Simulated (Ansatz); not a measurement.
CH6O2Si

```xyz
10

Si   -0.0797   -0.0480    0.1010
C     0.0581    0.0377    1.9750
H    -0.9274   -0.0818    2.4355
H     0.7235   -0.7419    2.3569
H     0.4502    1.0138    2.2751
H     1.2126    0.1391   -0.6314
O    -1.2103    1.1881   -0.2904
H    -1.4496    1.4290   -1.1956
O    -0.5948   -1.5887   -0.4676
H    -1.3835   -2.0437   -0.1409
```

The calculation used Ansatz 0.2.0, RKS PBE0/6-31G.

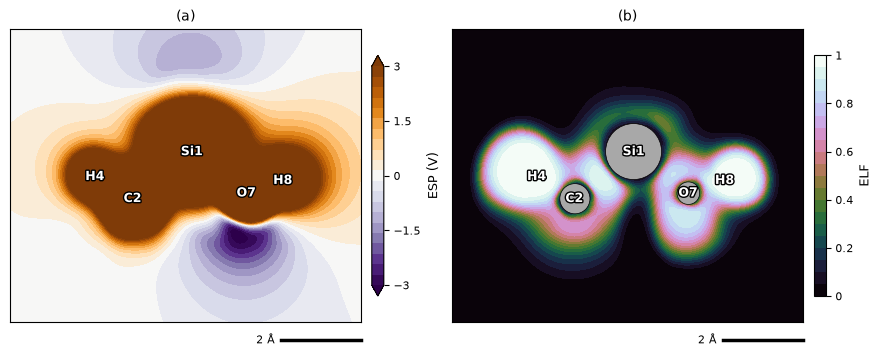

Figure 1. (a) molecular electrostatic potential; (b) electron localisation function on the plane of atoms Si1, C2 and H4. Grey discs cover the atomic cores in the ELF map.

Describe what can be read from this map.

- The plane passes through Si, C, H and O nuclei.
- Si–O (1.72 Å): the ELF peaks at about 0.85 between the atoms (a shared but strongly polarised pair).
- C–Si (1.88 Å): the ELF peaks at about 0.95 between the atoms, as expected for localised, covalent bonding.
- O–H (0.97 Å): the ELF climbs to about 1 towards the hydrogen, as it does in any bond to H: a covalent bond by its length.
- C–H (1.09 Å): the ELF climbs to about 1 towards the hydrogen; an ordinary covalent bond to hydrogen.
- The ELF also peaks beside O7, away from the bonds: lone-pair regions.
- Outside the dense part of the molecule the potential is most negative (−3.2 V) near O7.

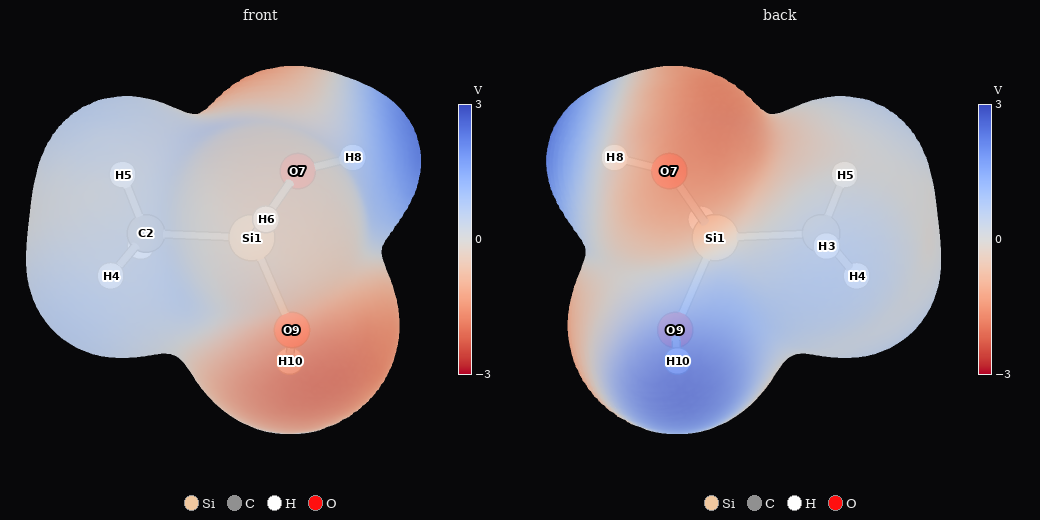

Figure 2. The electrostatic potential painted on the density surface at 0.001 e/bohr³, seen from the front and from behind; red is negative and blue positive.

Describe the electrostatic potential map.

The most negative region (about −1.8 V) lies over O9, the most positive (about +2.1 V) over H8 and H10. O9 is the likeliest acceptor of a hydrogen bond.

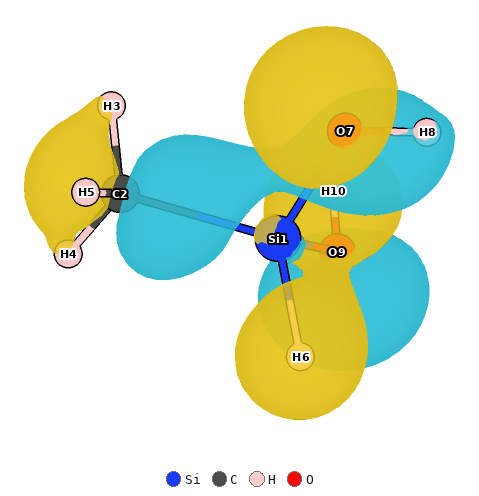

Figure 3. The HOMO−1 at ±0.1 Å⁻³ᐟ² (yellow and cyan are the two phases), seen from one side.

Describe this orbital and give its energy.

Its weight (Hirshfeld) is mainly on O9 (about 35 %), O7 (about 35 %), Si1 (about 10 %) and C2 (about 10 %). Its energy is −8.50 eV.

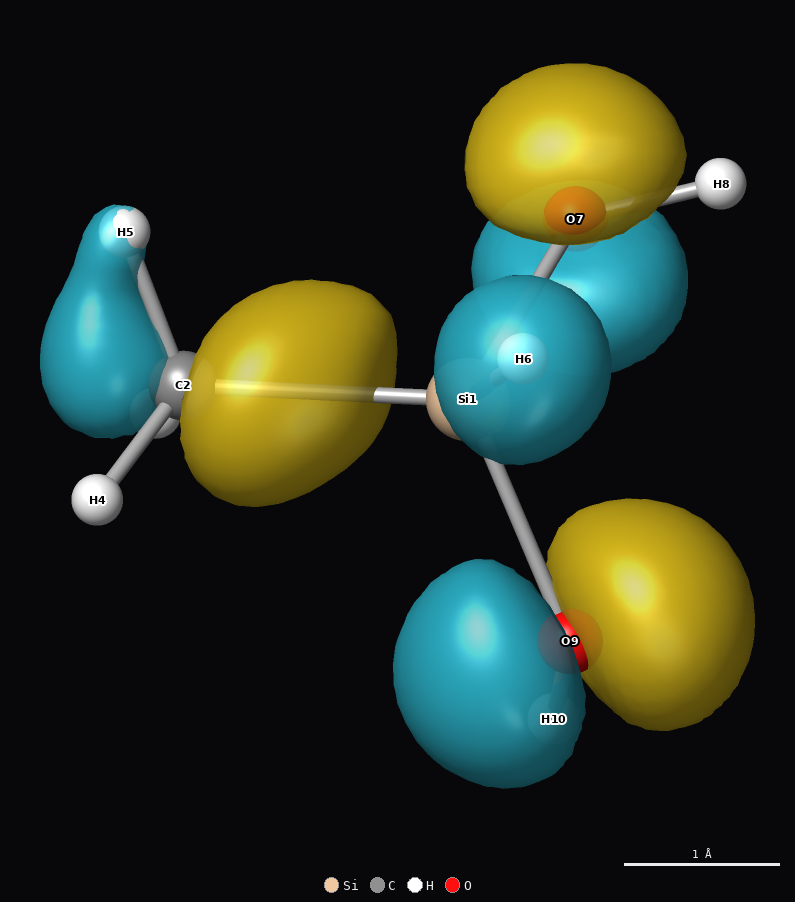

Figure 4. The HOMO at ±0.15 Å⁻³ᐟ² (yellow and cyan are the two phases), seen across its widest extent.

What is the character of this orbital?

It lies mainly on O9 (about 40 %), O7 (about 25 %), Si1 (about 10 %), C2 (about 10 %) and H6 (about 5 %). Its energy is −8.38 eV.
